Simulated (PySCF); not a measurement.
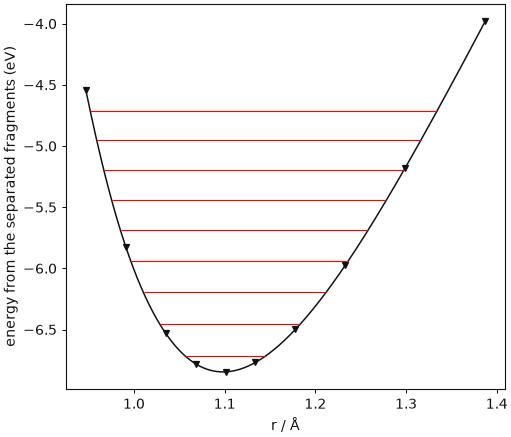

Bond curve of O₂⁺, doublet (excess alpha electrons: πx +1). PBE0/def2-TZVP in PySCF 2.14.0, UKS. One reference determinant with the occupation held, the lowest that a PBE0 search over spins and occupations found; no spin-orbit coupling. Zero is the separated fragments in their ground configurations, without counterpoise. The fragments are O⁺ + O. 2 further points of the run are not drawn. Horizontal lines: vibrational levels from ωe and ωexe, starting at v = 0.

Q: What constants does a Dunham fit to the curve give (main isotopes)?

A: re = 1.098 Å, ωe = 2130 cm⁻¹, ωexe = 12.6 cm⁻¹, De = 6.85 eV, Be = 1.75 cm⁻¹.

Q: How stiff is the bond?

A: The force constant is 21.38 mdyn/Å, which gives ωe = 2130 cm⁻¹.

Q: Give the computed points.

A:
```
r (Å)  E (eV)
0.947   −4.54
0.991   −5.82
1.035   −6.53
1.068   −6.78
1.101   −6.85
1.134   −6.77
1.178   −6.50
1.233   −5.97
1.299   −5.18
1.387   −3.98
```

Caveats: lowest determinant of a PBE0 search, another state may lie lower.
